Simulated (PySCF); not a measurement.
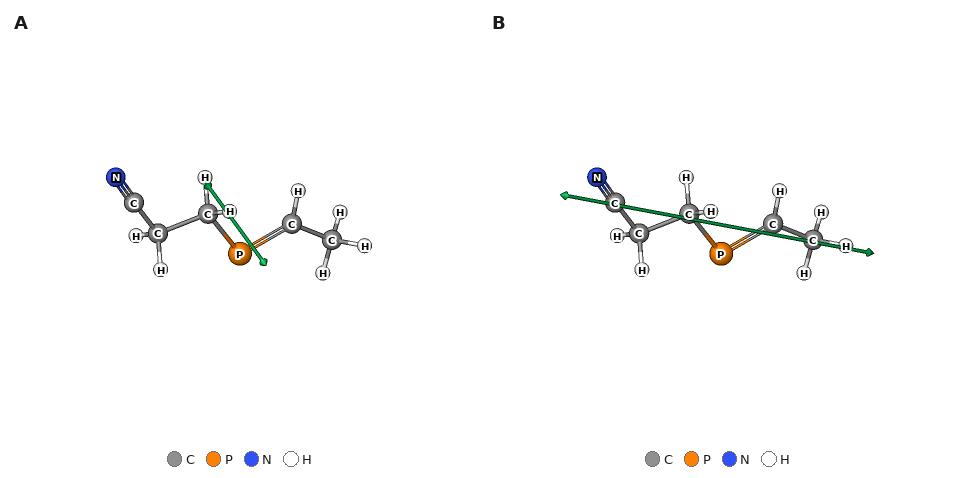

The double arrows show the directions of two transition dipoles from the ground state (lengths mean nothing). Computed geometry: GFN2-xTB optimisation. No frequency run is at hand to confirm it as a minimum. Properties computed with TDDFT CAM-B3LYP/def2-SVPD, vertical, gas phase, core orbitals frozen in the response (PySCF 2.14.0).

One belongs to singlet state 5 and one to singlet state 6. Which is which?

A: state 5, 6.86 eV (181 nm), oscillator strength 0.022, mainly HOMO → LUMO+2 (weight 0.66).
B: state 6, 7.43 eV (167 nm), oscillator strength 0.28, mainly HOMO−1 → LUMO+1 (weight 0.91).

The geometry is semi-empirical. Around P such bond lengths and angles can be off by a tenth of an ångström or more and by several degrees, and values that hang on the shape move with them.
